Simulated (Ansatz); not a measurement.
**Fields on a plane of Cu3Pd (Cu3Au type)**

```
CELL_PARAMETERS angstrom
      3.65466     0.00000     0.00000
      0.00000     3.65466     0.00000
      0.00000     0.00000     3.65466
ATOMIC_POSITIONS crystal
  Cu 0.00000 0.50000 0.50000
  Cu 0.50000 0.00000 0.50000
  Cu 0.50000 0.50000 0.00000
  Pd 0.00000 0.00000 0.00000
```

The slice is a {110} plane (indices of the conventional cell) through the point (0.500, 0.000, 0.500) (fractional), spanned by u = [100] and v = [011] in vectors of this cell: u (3.65 Å) and v (5.17 Å, at 90° to u). It covers one period; positions are fractions (u, v).

Atoms on it: Cu at (0.00, 0.00); Cu at (0.00, 0.50).

Method: PBEsol (plane waves to 420 eV, PAW, scalar-relativistic; Ansatz, a first-principles code). k mesh 13×13×13. Near the nuclei the fields are pseudised (PAW); where an atom keeps semicore shells as valence, they peak there. Cu3Pd is run without spin polarisation. Cu3Pd was relaxed with its symmetry unable to fall.

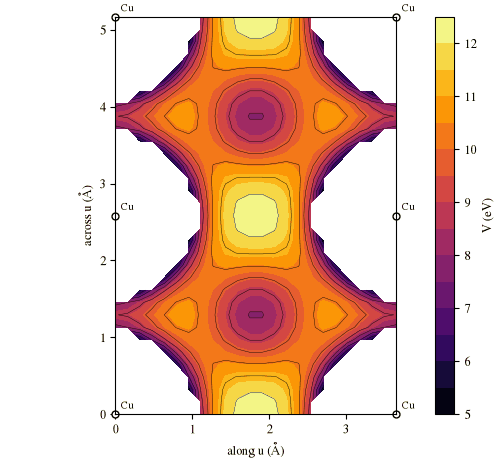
Figure. Electrostatic potential energy of an electron, from the cell's mean, in eV, one period of the plane, atoms marked. Points within 1 Å of a nucleus are left white, as the pseudised field means little there. The zero, the cell's mean, hangs on the PAW cores.

```
|xxx931002322223200139xx|
|xxx620012332233210026xx|
|x9521002333333332001259|
|33210013433333343100123|
|11000134443333444310001|
|00002355443333445532000|
|11234555443333445554321|
|22345655433333345565432|
|11234555443333445554321|
|00002355443333445532000|
|11000134443333444310001|
|33210013433333343100123|
|x9521002333333332001259|
|xxx620012332233210026xx|
|xxx931002322223200139xx|
|xxxx4100232222320014xxx|
|xxx931002322223200139xx|
|xxx620012332233210026xx|
|x9521002333333332001259|
|33210013433333343100123|
|11000134443333444310001|
|00002355443333445532000|
|11234555443333445554321|
|22345655433333345565432|
|11234555443333445554321|
|00002355443333445532000|
|11000134443333444310001|
|33210013433333343100123|
|x9521002333333332001259|
|xxx620012332233210026xx|
|xxx931002322223200139xx|
|xxxx4100232222320014xxx|
```
Scale: ten equal steps from 0.16 (start of '0') to 0.36 (end of '9'), in the order '0123456789'. Values: electron localisation function (ELF). The map has 23 points along u (one character each, u = 0 at the left) and 32 along v (v = 0 in the bottom row). Points within 0.5 Å of a nucleus are blanked (x), as the pseudised field means little there.

Density on the Cu–Cu line (2.58 Å) at its midpoint: 0.26 e/Å³
ELF at that point: 0.21
